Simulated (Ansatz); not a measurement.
**GeH$_{4}$: density, localisation and related maps**

Input file:

```
crystal:
  periodic: [false, false, false]
  atoms:
    - { symbol: Ge, position_ang: [-0.073763, 0.000696, -1.05647] }
    - { symbol: H, position_ang: [1.193435, 0.008372, 1.379679] }
    - { symbol: H, position_ang: [1.785839, -0.006547, 0.963449] }
    - { symbol: H, position_ang: [-0.812199, 1.140561, -0.186024] }
    - { symbol: H, position_ang: [-0.817413, -1.143082, -0.197934] }
basis:
  gaussian: { orbitals: def2-SVPD }
hamiltonian:
  xc: pbe
  dispersion: d4
relax:
  f_tol: 0.03
  max_steps: 50
output:
  orbitals: {}
```

Command:

```sh
ansatz run input.yaml --threads 1 --pin off --max-ram 2048MiB --backend cpu --events-out ev --progress --plain --runs-dir out
```

The fields are those of the run's last geometry, not of the input's.

All numbers below come from RKS PBE-D4/def2-SVPD in Ansatz 0.2.0.

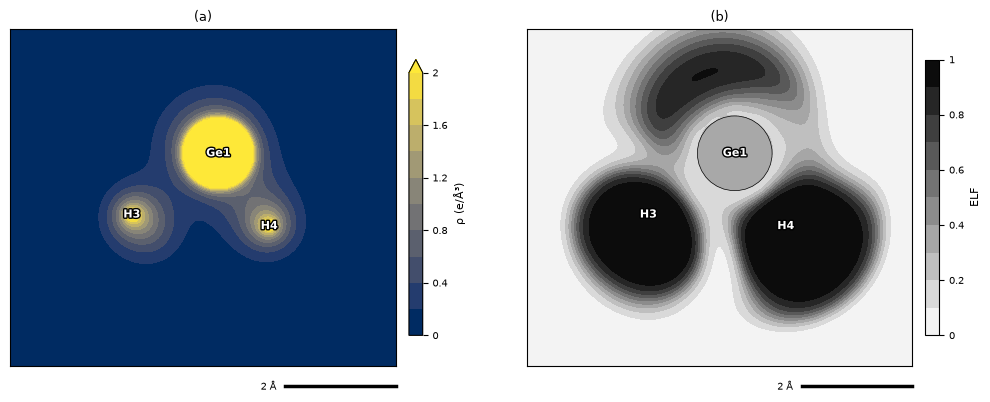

Figure 1. (a) electron density; (b) ELF on the plane of atoms H3, Ge1 and H4. Grey discs cover the atomic cores in the ELF map.

Interpret the plot.

Answer.
- Atoms in the plane: Ge and H.
- Ge–H (1.60 Å): ρ is about 0.9 e/Å³ halfway; the ELF climbs to about 1 towards the hydrogen.

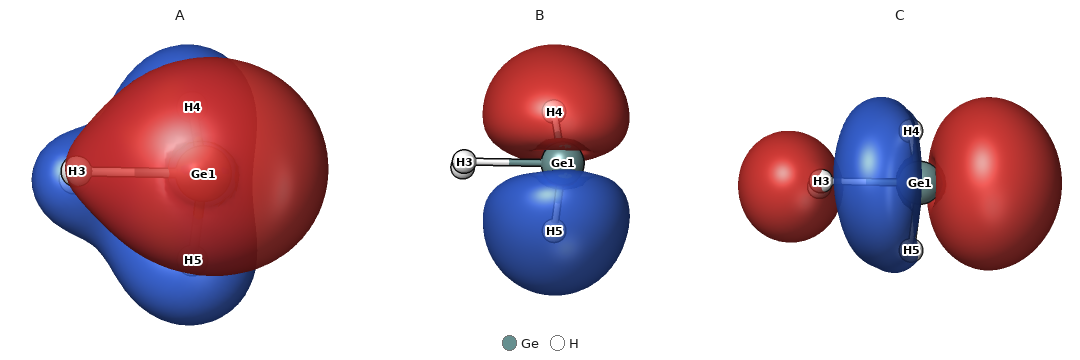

Figure 2. Three frontier orbitals at ±0.08 Å⁻³ᐟ² (blue and red are the two phases), in no order.

Order the three orbitals by energy and name them.

Answer. B is the HOMO−1 (−7.50 eV). By Hirshfeld shares it lies mainly on Ge1 (about 45 %), H4 (about 25 %) and H5 (about 25 %). A is the HOMO (−5.90 eV). Its weight (Hirshfeld) is mainly on Ge1 (about 70 %), H4 (about 10 %) and H5 (about 10 %). C is the LUMO (−2.28 eV). By Hirshfeld shares it lies mainly on Ge1 (about 75 %), H2 (about 10 %) and H3 (about 10 %).

What is the HOMO–LUMO gap?

Answer. 3.62 eV between the orbital energies.
